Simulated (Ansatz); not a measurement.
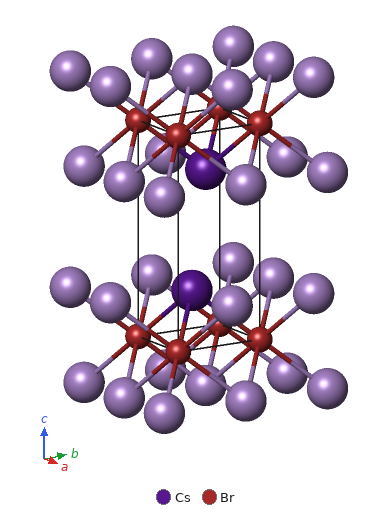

The image is a ball-and-stick drawing of a crystal, viewed slightly off an axis. The conventional unit cell is drawn as a box. Outside the box, the atoms bonded to those within are drawn, in fainter colours.

Cs₂Br, space group P-3m1 (No. 164), a = 5.121 Å, b = 5.121 Å, c = 9.011 Å, α = 90.00°, β = 90.00°, γ = 120.00°. The structure comes from a structure type filled with these elements by a generator (whether the compound takes this form wasn't checked). Earlier steps of the study may have refined or changed the cell and positions. An electronic-structure calculation with Ansatz was run on it.

This one geometry was computed with Ansatz (DFT, plane waves, PAW) at four levels of theory: r2SCAN, PBE+D3(BJ), PBEsol and PBE+D3(BJ) with spin-orbit coupling.

How does the band gap change with the level of theory?

All levels give a metal.

Collect the results in a table.

| level | cutoff (eV) | k-mesh of the run's cell | gap (eV) | pressure (GPa) |
| --- | --- | --- | --- | --- |
| r2SCAN | 500 | 12×12×6 | metal | 0.2 |
| PBE+D3(BJ) | 420 | 12×12×6 | metal | 0.0 |
| PBEsol | 420 | 12×12×6 | metal | -0.2 |
| PBE+D3(BJ) with spin-orbit coupling | 420 | 12×12×6 | metal | 0.0 |

Gaps are taken on the k-mesh or band path of each run.
